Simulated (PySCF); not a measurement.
**[PH2]− (phosphanide): levels of theory compared**

We compute a comparison of 6 runs (B2PLYP/SBKJC, B3LYP/SBKJC, PBE0/SBKJC, SVWN5/SBKJC, r2SCAN/SBKJC, NEVPT2(2,2)/SBKJC) of [PH2]− (phosphanide). 

Program for the calculation: PySCF 2.14.0.

## 1. The structure to begin with

The species is [PH2]− (3 atoms), meant as a singlet with charge -1. SMILES: `[PH2-]`. One bond was lengthened or shortened from a relaxed shape.

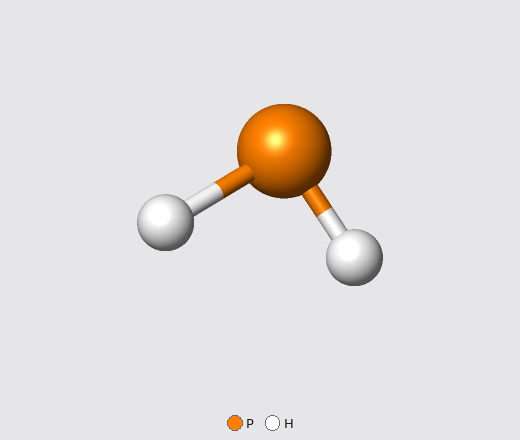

Viewed from a chosen angle; phosphorus orange, hydrogen white.

## 2. A single-point energy at B2PLYP/SBKJC (core potential) (run 1)

input.py reads:

```python
from pyscf import gto, dft, mp

system = gto.M(
    atom='''
P    0.577587  -0.550345   0.261034
H    0.105590   0.990220   0.165130
H   -0.525833  -0.953415  -0.394196
''',
    max_memory=1860,
    charge=-1,
    verbose=4,
    basis='sbkjc',
    ecp={'P': 'sbkjc'},
)

ks = dft.RKS(system)
ks.xc = '0.53*HF + 0.47*B88, 0.73*LYP'
ks.grids.level = 5
ks.conv_tol = 1e-10
ks.kernel()
if not ks.converged:
    ks = ks.newton().run(ks.mo_coeff, ks.mo_occ)

pt = mp.MP2(ks).run()
e_tot = ks.e_tot + 0.27 * pt.e_corr
print('PT2 part  %.8f' % (0.27 * pt.e_corr))
print('E = %.10f Eh' % e_tot)
```

Run with:

```
OMP_NUM_THREADS=1 python input.py
```

The log of the run:

```text
PySCF version 2.14.0

[... 67 lines left out ...]
converged SCF energy = -7.57022068194266
[... 1 line left out ...]
******** <class 'pyscf.mp.mp2.RMP2'> ********
nocc = 4, nmo = 12
E(RMP2) = -7.63537252629288  E_corr = -0.0651518443502187
E(SCS-RMP2) = -7.64242691586674  E_corr = -0.0722062339240806
E_corr(same-spin) = -0.00689536072636368
E_corr(oppo-spin) = -0.058256483623855
PT2 part  -0.01759100
E = -7.5878116799 Eh
```

Run time: 1.3 s. Hardware: 1 thread of Arm Neoverse V1, shared host; peak memory 0.15 GiB.

## 3. A single-point energy at B3LYP/SBKJC (core potential) (run 2)

geometry.xyz reads:

```xyz
3

P      0.577587    -0.550345     0.261034
H      0.105590     0.990220     0.165130
H     -0.525833    -0.953415    -0.394196
```

run.py reads:

```python
from pyscf import gto, dft

mol = gto.M(
    atom='geometry.xyz',
    max_memory=1860,
    basis='sbkjc',
    ecp={'P': 'sbkjc'},
    verbose=3,
    charge=-1,
    spin=0,
)

mf = dft.RKS(mol)
mf.xc = 'b3lyp'
mf.grids.level = 5
mf.conv_tol = 1e-10
mf.kernel()
if not mf.converged:
    mf = mf.newton().run(mf.mo_coeff, mf.mo_occ)

e_tot = mf.e_tot
print('Final energy', e_tot)
```

Run with:

```
OMP_NUM_THREADS=1 python run.py
```

The log of the run:

```text
converged SCF energy = -7.67068274179397
Final energy -7.670682741793972
```

It took 1.5 s on 1 thread of Arm Neoverse V1, shared host; peak memory 0.15 GiB.

## 4. The energy at PBE0/SBKJC (core potential) (run 3)

input.xyz reads:

```xyz
3
H2P
P      0.577587    -0.550345     0.261034
H      0.105590     0.990220     0.165130
H     -0.525833    -0.953415    -0.394196
```

job.py reads:

```python
from pyscf import gto, dft

mol = gto.M(
    atom='input.xyz',
    charge=-1,
    basis='sbkjc',
    max_memory=1860,
    verbose=3,
    ecp={'P': 'sbkjc'},
)

calc0 = dft.RKS(mol, xc='pbe0')
calc0.conv_tol = 1e-10
calc0.grids.level = 5
calc0.kernel()
if not calc0.converged:
    calc0 = calc0.newton().run(calc0.mo_coeff, calc0.mo_occ)

energy = calc0.e_tot
print('E = %.10f Eh' % energy)
```

Run with:

```
OMP_NUM_THREADS=1 python job.py
```

The log of the run:

```text
converged SCF energy = -7.6618349620049
E = -7.6618349620 Eh
```

Run time: 1.3 s. Hardware: 1 thread of Arm Neoverse V1, shared host; peak memory 0.15 GiB.

Runs 4 to 5 aren't shown in full; the table further down has their settings and results.

## 5. A single-point energy at NEVPT2(2,2)/SBKJC (core potential) (run 6)

calc.py reads:

```python
import numpy
from pyscf import gto, scf, mp, mcscf, mrpt

mol = gto.M(
    atom='''
P      1.091481    -1.040001     0.493283
H      0.199536     1.871245     0.312050
H     -0.993680    -1.801693    -0.744922
''',
    max_memory=1860,
    charge=-1,
    unit='bohr',
    ecp={'P': 'sbkjc'},
    verbose=3,
    basis='sbkjc',
)

mf = mol.RHF()
mf.conv_tol = 1e-10
mf.kernel()
if not mf.converged:
    mf = mf.newton().run(mf.mo_coeff, mf.mo_occ)

pt = mp.MP2(scf.addons.convert_to_uhf(mf)).run()
noons, natorbs = mcscf.addons.make_natural_orbitals(pt)
print('natural occupations', numpy.round(noons[:40], 4))
cas = mcscf.CASSCF(mf, 2, 2)
cas.fix_spin_(ss=0.0)
cas.natorb = True
cas.kernel(natorbs)
e_pt2 = mrpt.NEVPT(cas).kernel()
energy = cas.e_tot + e_pt2
print(f'total energy: {energy:.8f} hartree')
```

Run with:

```
OMP_NUM_THREADS=1 python calc.py
```

The log of the run:

```text
converged SCF energy = -7.43042385917873
E(UMP2) = -7.48171264610596  E_corr = -0.0512887869272335
E(SCS-UMP2) = -7.48720542879655  E_corr = -0.0567815696178217
natural occupations [1.9927e+00 1.9875e+00 1.9831e+00 1.9770e+00 2.2200e-02 1.3600e-02
 1.0900e-02 6.4000e-03 3.6000e-03 1.3000e-03 9.0000e-04 8.0000e-04]
CASSCF energy = -7.45051859300104
CASCI E = -7.45051859300104  E(CI) = -0.886914426525827  S^2 = 0.0000000
Sr    (-1)',   E = -0.00000000000054
Si    (+1)',   E = -0.00000000000000
Sijrs (0)  ,   E = -0.02535540011929
Sijr  (+1) ,   E = -0.00124338298264
Srsi  (-1) ,   E = -0.00421333396052
Srs   (-2) ,   E = -0.00126425638319
Sij   (+2) ,   E = -0.00079423971942
Sir   (0)' ,   E = -0.00407738955636
Nevpt2 Energy = -0.036948002721951
total energy: -7.48746660 hartree
```

Run time: 0.99 s. Hardware: 1 thread of Arm Neoverse V1, shared host; peak memory 0.12 GiB.

## 6. All runs side by side

| run | level | frozen core orbitals | integration grid | energy (Eh) | HOMO energy (eV) | LUMO energy (eV) | HOMO–LUMO gap (eV) | wall time |
| --- | --- | --- | --- | --- | --- | --- | --- | --- |
| 1 | B2PLYP/SBKJC (core potential) | 0 | 5 | -7.587812 | 0.62 | 8.54 | 7.92 | 1.3 s |
| 2 | B3LYP/SBKJC (core potential) | – | 5 | -7.670683 | 1.66 | 7.15 | 5.49 | 1.5 s |
| 3 | PBE0/SBKJC (core potential) | – | 5 | -7.661835 | 1.41 | 7.32 | 5.91 | 1.3 s |
| 4 | SVWN5/SBKJC (core potential) | – | 5 | -7.610420 | 2.38 | 6.36 | 3.99 | 1.2 s |
| 5 | r2SCAN/SBKJC (core potential) | – | 5 | -7.665382 | 2.25 | 6.72 | 4.47 | 1.7 s |
| 6 | NEVPT2(2,2)/SBKJC (core potential) | – | – | -7.487467 | -0.87 | 10.44 | 11.31 | 0.99 s |

## 7. Summary of results

| quantity | value |
| --- | --- |
| run 6: total energy | -7.48747 Eh |
| run 6: HOMO energy (Hartree–Fock orbitals) | -0.87 eV |
| run 6: LUMO energy (Hartree–Fock orbitals) | 10.44 eV |
| run 6: HOMO–LUMO gap (to an unbound level, set by the basis) | 11.31 eV |

**Reading.** Over runs 1, 2, 3, 4, 5 the HOMO–LUMO gap runs from 3.99 eV (SVWN5/SBKJC) to 7.92 eV (B2PLYP/SBKJC). The empty levels of an anion lie above zero and hang on the basis. A double hybrid's value is that of its SCF part. Totals of different functionals can't be ranked against each other. In runs 1, 2, 3, 4, 5 the HOMO lies above zero, so the outermost electron may be held by the basis alone. All runs together took 7.9 s, the longest 1.7 s.
